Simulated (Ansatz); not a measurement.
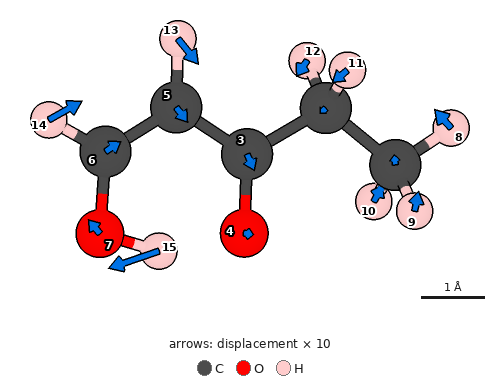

This is a relaxation of C₅H₈O₂. The starting structure is drawn; blue arrows show the displacements, magnified 10 times. The two geometries are superimposed by the best rigid fit.

The picture is a ball-and-stick view, seen at a tilt.

The start comes from PBE-D4/def2-SVP.

These are results of Ansatz, RKS PBE0-D4/def2-TZVP, not measurements.

Input
```yaml
crystal:
  periodic: [false, false, false]
  atoms:
    - {symbol: C, position_ang: [-2.332337, -0.041355, -0.429983]}
    - {symbol: C, position_ang: [-1.180585, 0.194277, 0.539998]}
    - {symbol: C, position_ang: [0.193807, -0.026816, -0.063917]}
    - {symbol: O, position_ang: [0.294554, -0.365882, -1.277114]}
    - {symbol: C, position_ang: [1.370896, 0.152891, 0.752369]}
    - {symbol: C, position_ang: [2.607943, -0.055575, 0.167580]}
    - {symbol: O, position_ang: [2.758407, -0.407199, -1.087094]}
    - {symbol: H, position_ang: [-3.307934, 0.135211, 0.063456]}
    - {symbol: H, position_ang: [-2.257340, 0.630280, -1.307297]}
    - {symbol: H, position_ang: [-2.319694, -1.078562, -0.818261]}
    - {symbol: H, position_ang: [-1.200022, 1.229036, 0.950843]}
    - {symbol: H, position_ang: [-1.261105, -0.462395, 1.435474]}
    - {symbol: H, position_ang: [1.295669, 0.446816, 1.807346]}
    - {symbol: H, position_ang: [3.552820, 0.064164, 0.732601]}
    - {symbol: H, position_ang: [1.763021, -0.465592, -1.436502]}
basis:
  gaussian: {orbitals: def2-TZVP}
hamiltonian: {xc: pbe0, dispersion: d4}
relax: {f_tol: 0.005, max_steps: 150}
```

Run as
```bash
ansatz run in.yaml --threads 4 --pin off --events-out ev --progress --plain --max-ram 11315MiB
```

Question: What did the optimiser do to the structure, and how much energy did it gain?

Answer: Over 7 geometry steps the energy falls by 2.04 kcal/mol. The largest force component goes from 1.2 to 0.0045 eV/Å. H15 moves most after the best rigid fit: 0.091 Å. Largest moves by element: H 0.091 Å, C 0.033 Å, O 0.031 Å. Near-neighbour distances that change, for instance: O4–H15 1.480 → 1.588 Å, O7–H15 1.057 → 1.010 Å, C5–C6 1.384 → 1.357 Å, C3–O4 1.264 → 1.239 Å.
